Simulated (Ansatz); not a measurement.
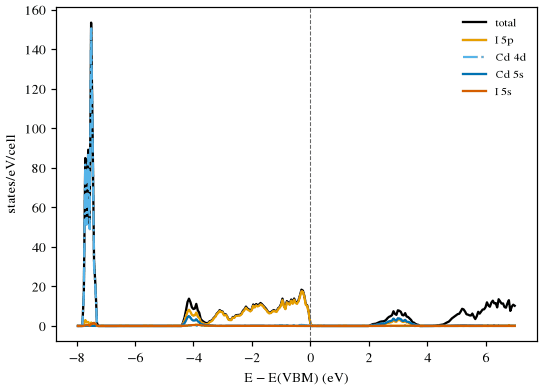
Fig. 1. Total and projected density of states of CdI2 in space group P-3m1 (No. 164; Pearson symbol hP9), the program Ansatz at the LDA level (PAW)

**Question.** Which orbitals carry the states next to the gap?

**Answer.** Top 1 eV of the valence band: I 5p 96 %. Bottom 1 eV of the conduction band: Cd 5s 50 %, I 5p 37 %, outside the projected shells 11 %. Projections are on Löwdin-orthogonalised atomic valence shells; empty p or d shells of many metals are not among them.

**Question.** Where is the tallest occupied peak in this window, and what makes it?

**Answer.** Near -7.5 eV, about 150 states/eV per cell; the largest projected share is Cd 4d.

The first step of the workflow began from a Materials Project structure, measured or hypothetical; the Crystallography Open Database files this formula in space group No. 164, but the cells were not matched. Whether it is the stable phase at ambient conditions was not checked. Symmetry was held in the LDA relaxation; its stability against distortions is not shown here. A crystal of weakly bound layers computed without a dispersion correction: the cell and the soft elastic constants depend strongly on that. Scalar-relativistic: spin–orbit coupling is off unless named, which matters more the heavier the elements.

Potentials: the later of the program's two PAW sets.
